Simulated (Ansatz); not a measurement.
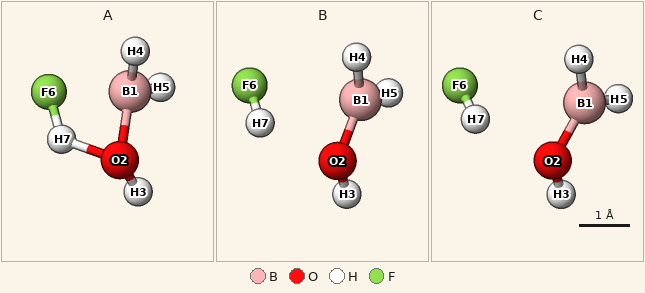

3 geometries from a converged minimum-energy path of BH4OF, shuffled. The picture is a ball-and-stick view, seen face on.

Theory: RKS PBE-D4/def2-SVP in Ansatz. Set-up: 7 movable images; climbing image; force threshold 0.03 eV/Å; iteration limit 60; starting path through a guess of the saddle point.

> Which of them lies highest in energy?

A. In order along the path, whose images run from 0 to 8: C (image 0, 0.00 eV), B (image 1, +0.02 eV), A (image 3, +0.25 eV). Breaking: F6–H7 (0.94 → 1.10 at the top → 2.55 Å). Forming: B1–F6 (2.69 → 1.70 at the top → 1.38 Å), O2–H7 (1.86 → 1.34 at the top → 0.98 Å).

The run took 91 s on 1 thread of Arm Neoverse V2, on a shared host, peak memory 0.1 GiB.
